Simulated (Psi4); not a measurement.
**C3H5F (allyl fluoride) at HF/STO-3G**

Aim: the vertical singlet–triplet gap of C3H5F (allyl fluoride) at HF/STO-3G, from 2 runs. 

The results are computed with Psi4 1.11.

1 further run of the same task is left out (set aside as unsound or not needed).

### Step 1. The molecule

C3H5F has 9 atoms, charge 0, and is taken as a singlet. As SMILES, `C=CCF`. Geometry: relaxed at PBE0-D4/def2-TZVP. This is one conformer, not always the lowest.

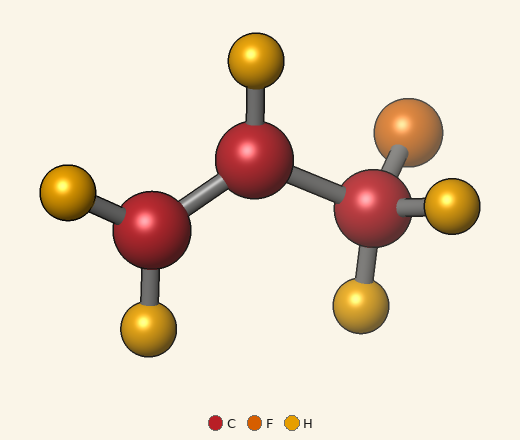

Viewed from a chosen angle; carbon red, fluorine orange, hydrogen amber.

### Step 2. A single-point energy at HF/STO-3G

c3h5f.inp

```
memory 1600 mb

molecule molecule1 {
  0 1
  C
  C 1 1.324191
  C 2 1.48608 1 123.55492
  F 3 1.387265 2 110.3456 1 126.14046
  H 1 1.08355 2 121.72294 3 177.89256
  H 1 1.085759 5 116.94543 2 179.63325
  H 2 1.087109 1 120.55705 5 -0.9041
  H 3 1.095791 4 106.90686 2 -120.88558
  H 3 1.093755 8 108.98446 4 116.71624
  units angstrom
  symmetry c1
  no_reorient
  no_com
}

set globals {
  reference     rhf
  puream        true
  e_convergence 1e-09
  d_convergence 1e-08
  scf_type      pk
}

e_tot, wfn = energy('hf/STO-3G', return_wfn=True)
oeprop(wfn, 'DIPOLE', 'LOWDIN_CHARGES', 'QUADRUPOLE', title='HF')
print_variables()
```

Launch:

```console
$ psi4 c3h5f.inp c3h5f.out -n 1
```

c3h5f.out:

```text
[...]
  Running in c1 symmetry.
[...]
  Nuclear repulsion =  114.580614677986702
[...]
  Multiplicity = 1
[...]
  Nalpha       = 16
  Nbeta        = 16
[...]
    Number of basis functions: 25
[...]
   @RHF iter   1:  -213.04299613760548   -2.80282e+00   1.08990e-02 DIIS/ADIIS
[...]
   @RHF iter  11:  -213.10333051578294   -5.68434e-14   3.30470e-09 DIIS
[...]
    Orbital Energies [Eh]
    ---------------------
    Doubly Occupied:
       1A    -25.914165     2A    -11.116363     3A    -11.035786
       4A    -11.027606     5A     -1.476838     6A     -1.023176
       7A     -0.876909     8A     -0.732900     9A     -0.631753
      10A     -0.589699    11A     -0.569435    12A     -0.514455
      13A     -0.489097    14A     -0.413852    15A     -0.403914
      16A     -0.326427
[...]
  @RHF Final Energy:  -213.10333051578294
   => Energetics <=
    Nuclear Repulsion Energy =            114.5806146779867021
    One-Electron Energy =                -521.0831370381624765
    Two-Electron Energy =                 193.3991918443928171
    Total Energy =                       -213.1033305157829432
[...]
 Multipole Moments:
 ------------------------------------------------------------------------------------
     Multipole            Electronic (a.u.)      Nuclear  (a.u.)        Total (a.u.)
 ------------------------------------------------------------------------------------
 L = 1.  Multiply by 2.5417464519 to convert [e a0] to [Debye]
 Dipole X            :          2.6160148           -2.9708232           -0.3548084
 Dipole Y            :         -1.2844142            1.3094497            0.0250355
 Dipole Z            :          4.4083016           -4.7244044           -0.3161029
 Magnitude           :                                                    0.4758537
 L = 2.  Multiply by 1.3450342976 to convert [e a0^2] to [Debye ang]
 Quadrupole XX       :        -47.7684992           30.5522500          -17.2162492
 Quadrupole XY       :         18.1253173          -17.8251955            0.3001217
[...]
```

Wall time 1.4 s (1 thread of Intel Xeon Platinum 8375C at 2.90GHz (Ice Lake), shared host); peak memory 0.18 GiB.

### Step 3. The triplet at the same level

input.dat

```
memory 1600 mb

molecule m {
  0 3
  C     -0.578000     1.122500    -0.608000
  C      0.352500     0.215400    -0.353400
  C      0.200500    -0.852800     0.668500
  F      0.430500    -2.098200     0.102300
  H     -0.422500     1.909200    -1.336700
  H     -1.531700     1.114000    -0.089100
  H      1.299800     0.230700    -0.886500
  H      0.929800    -0.730800     1.477200
  H     -0.806800    -0.852300     1.094700
  units angstrom
  symmetry c1
}

set globals {
  reference uhf
  puream true
  e_convergence 1e-09
  d_convergence 1e-08
  scf_type pk
  maxiter 200
}

e, wfn = energy('scf/STO-3G', return_wfn=True)
oeprop(wfn, 'DIPOLE', 'LOWDIN_CHARGES', 'WIBERG_LOWDIN_INDICES', title='SCF')
```

Launch:

```console
$ psi4 -n 1 input.dat output.dat
```

output.dat:

```text
[...]
  Running in c1 symmetry.
[...]
  Nuclear repulsion =  114.580608246719862
[...]
  Multiplicity = 3
[...]
  Nalpha       = 17
  Nbeta        = 15
[...]
    Number of basis functions: 25
[...]
   @UHF iter   1:  -212.88056502728489   -2.64039e+00   1.16197e-02 ADIIS/DIIS
[...]
   @UHF iter  14:  -212.97114506145314   -8.81073e-13   7.12844e-09 DIIS
[...]
   @S^2 Observed:                2.022870458E+00
[...]
    Orbital Energies [Eh]
    ---------------------
    Alpha Occupied:
       1A    -25.910639     2A    -11.109888     3A    -11.024185
       4A    -11.015242     5A     -1.477695     6A     -1.072051
       7A     -0.893730     8A     -0.758773     9A     -0.639555
      10A     -0.593493    11A     -0.588072    12A     -0.529165
      13A     -0.490568    14A     -0.485090    15A     -0.408596
      16A     -0.405155    17A     -0.199166
    Alpha Virtual:
      18A      0.578349    19A      0.619134    20A      0.655964
      21A      0.673583    22A      0.702237    23A      0.721798
      24A      0.922592    25A      0.992087
[...]
  @UHF Final Energy:  -212.97114506145314
   => Energetics <=
    Nuclear Repulsion Energy =            114.5806082467198621
    One-Electron Energy =                -520.9830504567762546
    Two-Electron Energy =                 193.4312971486032495
    Total Energy =                       -212.9711450614531429
  UHF NO Occupations:
  HONO-2 :   15  A 1.9954090
  HONO-1 :   16  A 1.0000000
[...]
 Multipole Moments:
 ------------------------------------------------------------------------------------
     Multipole            Electronic (a.u.)      Nuclear  (a.u.)        Total (a.u.)
 ------------------------------------------------------------------------------------
 L = 1.  Multiply by 2.5417464519 to convert [e a0] to [Debye]
 Dipole X            :          1.2989333           -1.3622171           -0.0632838
 Dipole Y            :         -5.1104682            5.5635044            0.4530361
 Dipole Z            :         -0.0822796            0.2285317            0.1462521
 Magnitude           :                                                    0.4802461
[...]
```

Run time: 1.4 s. Hardware: 1 thread of Intel Xeon Platinum 8375C at 2.90GHz (Ice Lake), shared host; peak memory 0.18 GiB.

### Step 4. Outcome

At HF/STO-3G:

```
                                        quantity          value
                           singlet: total energy  -213.10333 Eh
                          singlet: dipole moment         1.21 D
                            singlet: HOMO energy       -8.88 eV
                            singlet: LUMO energy        8.21 eV
                          singlet: HOMO–LUMO gap       17.10 eV
                           triplet: total energy  -212.97115 Eh
                          triplet: dipole moment         1.22 D
     triplet: HOMO energy (highest over α and β)       -5.42 eV
      triplet: LUMO energy (lowest over α and β)        4.64 eV
                                   triplet: ⟨S²⟩          2.023
vertical energy of the triplet above the singlet       3.597 eV
```

At this shape the triplet lies 3.60 eV (83 kcal/mol) above the singlet. In a minimal basis such a difference can be off by several eV, whatever the method.
